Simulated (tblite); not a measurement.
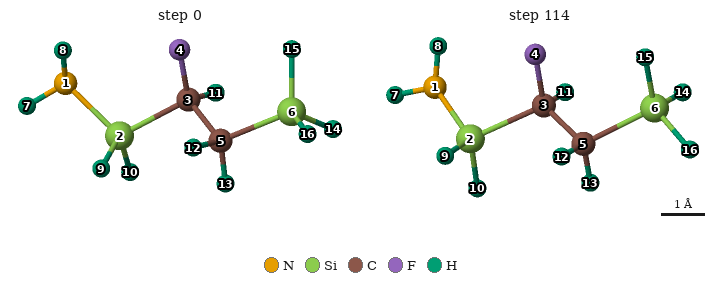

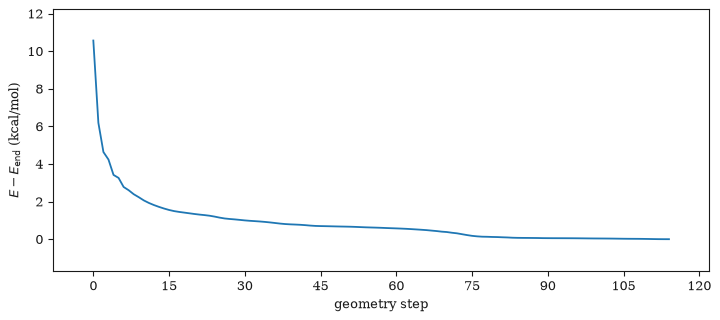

First and last geometry of a relaxation of C$_{2}$H$_{10}$FNSi$_{2}$, with the history of the run. A ball-and-stick model, seen at a tilt.

These are results of GFN2-xTB geometry optimisation, gas phase (tblite 0.8.0), not measurements. 

What do the curves and the structures tell?

Answer. It converged. The energy falls by 10.6 kcal/mol in 114 geometry steps. H14 moves most after the best rigid fit: 0.94 Å. By element the largest moves are H 0.94 Å, N 0.32 Å, Si 0.32 Å, C 0.24 Å, F 0.23 Å. Near-neighbour distances that change, for instance: N1–Si2 1.814 → 1.717 Å, Si2–C3 1.867 → 1.918 Å, N1–H7 1.045 → 1.007 Å, C5–Si6 1.871 → 1.907 Å. Among the angles between lasting bonds that change: Si2–N1–H7 105.2° → 119.7°, Si2–C3–C5 106.0° → 114.0°, F4–C3–H11 112.2° → 104.4°. Groups turn about C5–Si6 by about 30°, Si2–C3 by about 25°. The run took 1.3 s on 1 thread of Arm Neoverse N1 (shared host).

| step | E − E(0), kcal/mol |
| --- | --- |
| 0 | 0.00 |
| 1 | -4.38 |
| 2 | -5.93 |
| 3 | -6.33 |
| 4 | -7.15 |
| 5 | -7.31 |
| 6 | -7.79 |
| 7 | -7.96 |
| 8 | -8.18 |
| 9 | -8.34 |
| 10 | -8.51 |
| 15 | -9.01 |
| 21 | -9.26 |
| 26 | -9.47 |
| 32 | -9.61 |
| 37 | -9.74 |
| 43 | -9.85 |
| 48 | -9.89 |
| 54 | -9.94 |
| 59 | -9.99 |
| 65 | -10.07 |
| 70 | -10.19 |
| 76 | -10.42 |
| 81 | -10.47 |
| 87 | -10.50 |
| 92 | -10.52 |
| 98 | -10.53 |
| 103 | -10.54 |
| 109 | -10.55 |
| 114 | -10.57 |
